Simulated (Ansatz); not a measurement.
Partial pair distribution functions of a relaxed model of amorphous Si₂₀O₃₀F₂₀, broadened by 0.06 Å; density 1.96 g/cm³. These are PBE, scalar-relativistic without spin-orbit coupling (plane waves to 420 eV, PAW; Ansatz, a program for electronic structure) values and carry that method's errors.

The cell was made by melting and quenching with the CHGNet potential and then relaxed with DFT. O and F atoms were pushed apart under 1.9 Å during the dynamics, to hinder bonds among them. The hot cell started wider than the set density and was brought back towards it in steps. It is the lowest in DFT energy of 2 quenches. It is a model cell: composition and starting density were chosen by hand, and all elements were melted together. No dispersion term was used. Its density started from a set value of 2.10 and ended at 1.96 g/cm³. The quench (nominally 280 K/ps over its main leg) was far faster than any real one, so the model tends to hold more defects than a real film. A cell of this size samples the disorder only roughly. Volume and shape were free in the relaxation.

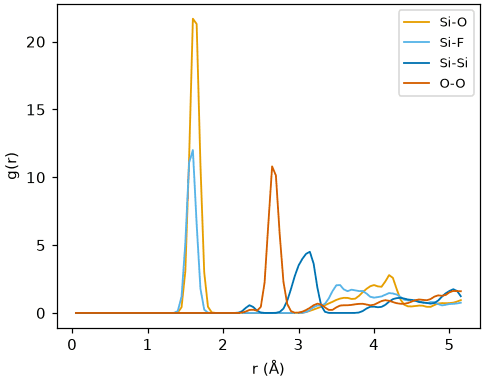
*Partial pair distribution functions*

Highest peaks under 4.5 Å: Si-O near 1.60 Å, Si-F near 1.60 Å, Si-Si near 3.15 Å, O-O near 2.65 Å; pairs of few atoms are noisy.

Within 1.90 Å each Si has 3.00 O neighbours on average.
